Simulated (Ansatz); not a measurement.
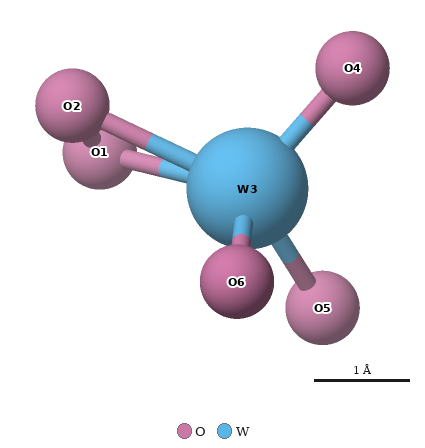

**Figure 1.** The structure (ball-and-stick view, seen at a tilt; atoms are numbered from 1 in the order of the input). Sticks mark near contacts. Bond lengths as drawn: O–O 1.31 Å and O–W 1.70 to 2.11 Å.

## WO5: one change and its effect

System: WO5, charge −1, multiplicity 2.
Method of run A: UKS B2PLYP/def2-TZVPPD (Ansatz 0.2.0).

The geometry comes from this level: PBE0-D4/def2-TZVPPD. Text and figures count atoms from 1; the logs count them from 0 in places.

The input, run A:
```yaml
crystal:
  periodic: [false, false, false]
  atoms:
    - { symbol: O, position_ang: [1.7713721, -0.86888506, -0.0686122] }
    - { symbol: O, position_ang: [1.84367051, 0.25297871, 0.60740046] }
    - { symbol: W, position_ang: [-0.11106904, 0.08242296, 0.02243649] }
    - { symbol: O, position_ang: [-1.0115004, -0.19011606, 1.43630145] }
    - { symbol: O, position_ang: [-0.80287803, -1.01820403, -1.32755703] }
    - { symbol: O, position_ang: [-0.51209513, 1.60207349, -0.66886917] }
magnetization:
  spin_polarized: true
  initial_magnetization: 1
total_charge: -1
basis:
  gaussian: { orbitals: def2-TZVPPD.json }
hamiltonian:
  xc: { name: B2PLYP }
```

Command:
```bash
ansatz run input.yaml --threads 4 --pin off --max-ram 10240MiB --backend cpu --events-out ev --progress --plain --runs-dir out
```

Hardware: 4 threads of AMD EPYC (Zen 5), 128 GiB of memory available, shared host.

Output (run A):
```
Engine: ansatz 0.2.0, x86_64-unknown-linux-gnu
Functional definition: B2PLYP
  parameter a = 0.53
  parameter c = 0.27
  exchange = (1 - a)*b88_x + a*exact_x
  correlation = (1 - c)*lyp_c + c*(mp2_os + mp2_ss)
1644 factors; integrals over basis functions are off by at most 8.2e-4 eV
mean field evaluation 1: about -12027.4762 eV, gradient 6.7e1 eV
mean field evaluation 2: about -12027.6979 eV, gradient 6.7e1 eV
mean field evaluation 4: about -12041.7609 eV, gradient 2.6e1 eV
mean field evaluation 8: about -12044.3744 eV, gradient 9.0e-1 eV
mean field evaluation 16: about -12044.4028 eV, gradient 2.7e-2 eV
mean field evaluation 32: about -12044.4029 eV, gradient 2.6e-4 eV
mean field evaluation 64: about -12026.0615 eV, gradient 4.9e1 eV
mean field evaluation 96: about -12043.9766 eV, gradient 3.4e-1 eV
mean field -12044.40292320 eV, -442.6236434380 hartree, gradient 9.2e-6 eV, S^2 0.764686; 4 other end points of the search recorded, 0 dependent functions left out
5 core orbitals not correlated: weight in the atoms' cores, before any rotation towards them, 1.000 or more for the frozen orbitals, at most 0.000 for the correlated occupied ones
reference -12044.40310741 eV, -442.6236502075 hartree; 23, 22 occupied and 231, 232 virtual orbitals, 1644 factors
second order -58.71183163 eV of doubles, -0.00000000 eV of singles
Total energy: -12060.25530195 eV, -443.2062076119 hartree
```

For run B the input was changed thus:
```diff
-  xc: { name: B2PLYP }
+  xc: { name: wB97M-V }
```

Predict how the results change.

The total energies belong to different methods, so their difference says nothing on which is more stable or more accurate. The functional changes from B2PLYP to wB97M-V. The basis functions go from 254 to 259. On the same kind of shared host run B took about 1.6 times as long.

Output (run B):
```
Engine: ansatz 0.2.0, x86_64-unknown-linux-gnu
Functional definition: wB97M-V
  parameter omega = 0.3/bohr
  parameter cx = 0.15
  parameter cx01 = 1.007
  parameter cx10 = 0.259
  parameter css00 = 0.443
  parameter css04 = -1.437
  parameter css10 = -4.535
  parameter css20 = -3.390
  parameter css43 = 4.278
  parameter cos00 = 1.000
  parameter cos10 = 1.358
  parameter cos20 = 2.924
  parameter cos21 = -8.812
  parameter cos60 = -1.390
  parameter cos61 = 9.142
  parameter b = 6.0
  parameter c = 0.01
  gx(w, u) = 1 - cx + cx01*u + cx10*w
  gss(w, u) = css00 + css04*u^4 + css10*w + css20*w^2 + css43*w^4*u^3
  gos(w, u) = cos00 + cos10*w + (cos20 + cos21*u)*w^2 + (cos60 + cos61*u)*w^6
  exchange = spin_sum(e_x_unif_sr(omega)*gx(b97_w, b97_u_x)) + cx*exact_x_sr(omega) + exact_x_lr(omega)
  correlation = spin_sum(e_c_pw_mod_same_spin*gss(b97_w, b97_u_same))
      + integral(e_c_pw_mod_opposite_spin*gos(b97_w_opposite, b97_u_opposite)) + vv10(b, c)
1269 factors; their error is unknown
339 factors; integrals over basis functions are off by at most 2.9e-5 eV
mean field evaluation 1: about -12046.5868 eV, gradient 6.8e1 eV
mean field evaluation 2: about -11930.9163 eV, gradient 1.9e2 eV
mean field evaluation 4: about -12062.9034 eV, gradient 1.7e1 eV
mean field evaluation 8: about -12063.8215 eV, gradient 2.5e-1 eV
mean field evaluation 16: about -12063.8527 eV, gradient 2.0e-2 eV
mean field evaluation 32: about -12063.8528 eV, gradient 8.7e-5 eV
mean field -12063.85280496 eV, -443.3384134092 hartree, gradient 4.1e-5 eV, S^2 0.755654; 2 other end points of the search recorded, 0 dependent functions left out
reference -12063.85287470 eV, -443.3384159721 hartree; 28, 27 occupied and 231, 232 virtual orbitals, 1269 factors
Total energy: -12063.85287470 eV, -443.3384159721 hartree
```

The two runs side by side:

```csv
quantity,run A,run B
outcome,converged,converged
total energy (hartree),−443.206208,−443.338416
⟨S²⟩,0.765,0.756
basis functions,254,259
wall time (shared host),16 s,25 s
```
